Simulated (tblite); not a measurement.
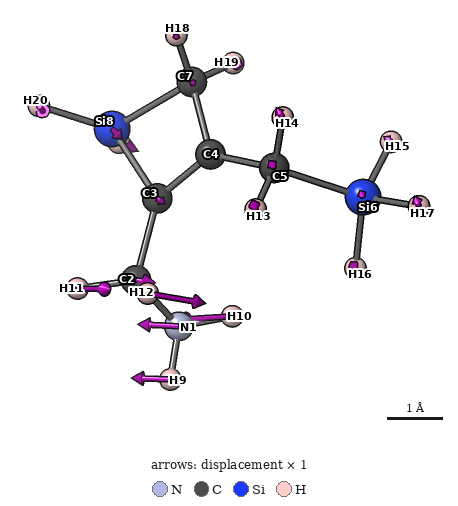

A relaxation of C₅H₁₃NSi₂. The starting structure is drawn; purple arrows show the displacements, at their true length. The two geometries are superimposed by the best rigid fit.

A ball-and-stick model, seen at a tilt.

Theory: GFN2-xTB geometry optimisation, gas phase in tblite 0.8.0. 

Which element moves most?

Hydrogen: up to 1.43 Å, against 0.79 Å for nitrogen.

What happened in the run?

An H atom moves most after the best rigid fit: 1.43 Å. Largest moves by element: H 1.43 Å, N 0.79 Å, C 0.40 Å, Si 0.31 Å. Near-neighbour distances that change, for instance: C–C 1.576 → 1.480 Å, C–Si 1.875 → 1.930 Å, C–C 1.564 → 1.511 Å, C–Si 1.860 → 1.911 Å. Among the angles between lasting bonds that change: C–Si–H 113.2° → 119.0°, H–Si–H 116.8° → 111.1°, C–C–Si 129.9° → 135.2°. Groups turn about C–C by about 60°. The energy falls by 11.9 kcal/mol in 197 geometry steps.
